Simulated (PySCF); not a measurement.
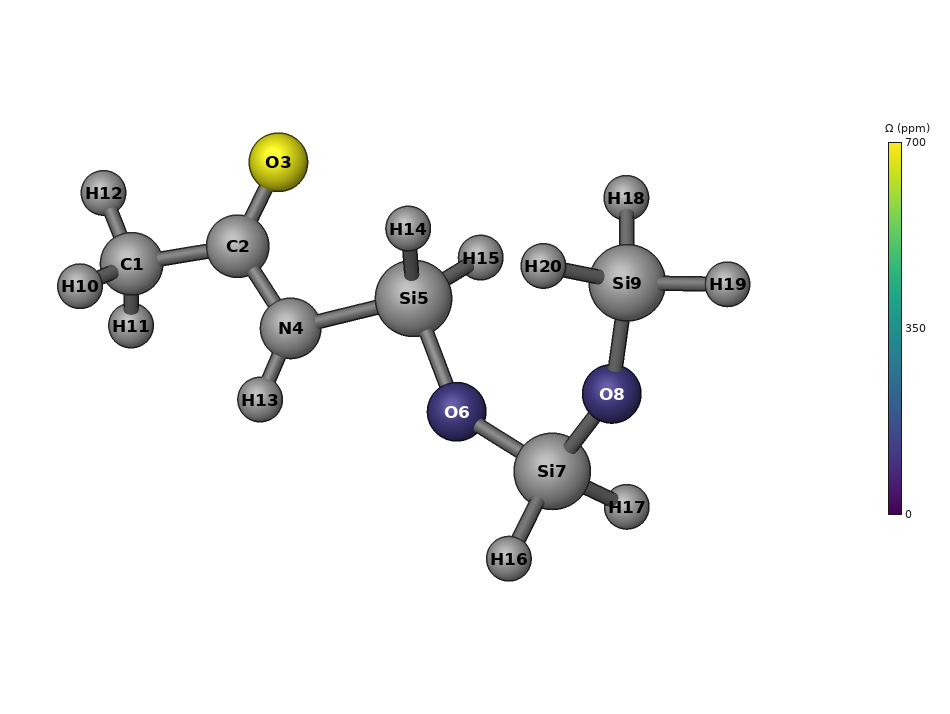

The O atoms are coloured by the span of their shielding tensor. Computed geometry: PBE0-D3(BJ)/def2-SVP optimisation. No frequency run is at hand to confirm it as a minimum. Properties computed with GIAO PBE0/pcSseg-1 NMR shielding, non-relativistic, gas phase (PySCF 2.14.0). Principal shieldings σ11 ≤ σ22 ≤ σ33, span Ω = σ33 − σ11, skew κ = 3(σiso − σ22)/Ω.

Which O atom has the most anisotropic shielding?

O3, with a span of 675 ppm.

Give the shielding tensors of the O atoms.

```csv
atom,σ11,σ22,σ33,σiso,Ω,κ
O3,−407.5,−233.2,267.4,−124.5,674.9,0.48
O6,213.7,246.9,336.2,265.6,122.5,0.46
O8,247.2,270.9,367.1,295.1,119.8,0.61
```

Shieldings and span in ppm.
